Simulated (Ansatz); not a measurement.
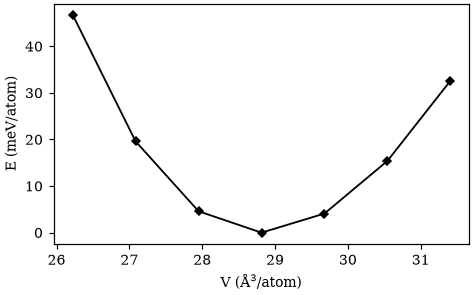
GaSb (zinc blende, F-43m) under volume change, r²SCAN (plane waves, PAW; program Ansatz), scaled uniformly.

**Question.** What does a third-order Birch–Murnaghan fit give for V₀, B₀ and B′?

**Answer.** V₀ = 28.82 Å³/atom, B₀ = 52.9 GPa, B′ = 4.9.

Symmetry was held in the r²SCAN relaxation. Spin–orbit coupling is left out wherever it is not named.

Potentials: the later of the program's two PAW sets.
